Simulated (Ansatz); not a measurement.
```xyz
10

Al    0.0613    0.9001   -0.2059
H     0.2098   -0.9417    2.4483
O     1.2828   -0.2242    0.2877
H     1.2085   -1.1766    0.0987
O    -1.3476    0.5032   -1.1234
H    -1.5203   -0.4009   -1.4405
P     0.2662    3.0890    0.5625
H     1.6743    3.1273    0.2749
H    -0.1017    3.6397   -0.7135
H    -0.1782   -1.2051    3.0381
```

Method: RKS PBE/6-31G* in Ansatz 0.2.0.

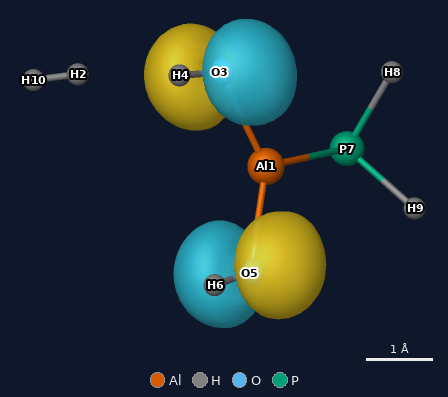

AlH₄O₂P···H₂. The HOMO−1 at ±0.15 Å⁻³ᐟ² (yellow and cyan are the two phases), seen at an oblique angle.

**Describe this orbital and give its energy.**

By Hirshfeld shares it lies mainly on O3 (about 45 %) and O5 (about 45 %); largely a combination of lone pairs on O3 and O5. Its energy is −7.04 eV.
